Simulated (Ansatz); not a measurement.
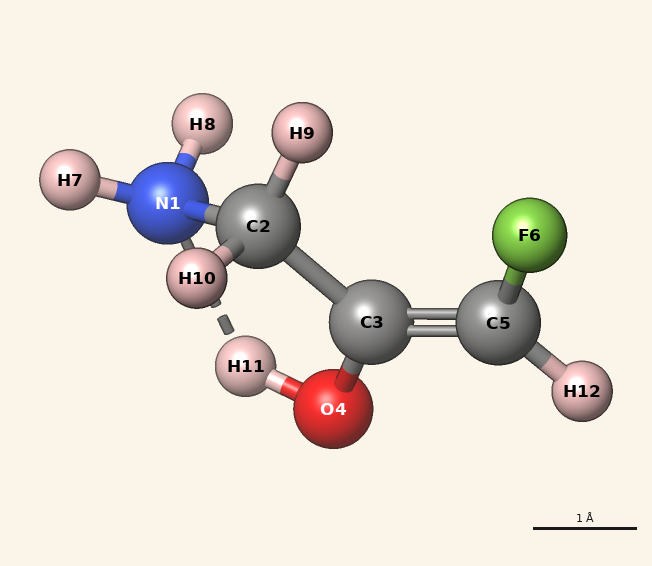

Broken lines mark hydrogen bonds. The geometry was computed by an optimisation with PBE-D4/def2-SVP. No frequency run is at hand to confirm it as a minimum.

Tabulate the hydrogen bonds (donors O, N, F, S, Cl) with their geometry.

| D–H···A | D–H (Å) | H···A (Å) | angle (°) | kind |
| --- | --- | --- | --- | --- |
| O4–H11···N1 | 1.00 | 1.86 | 127 | intramolecular |
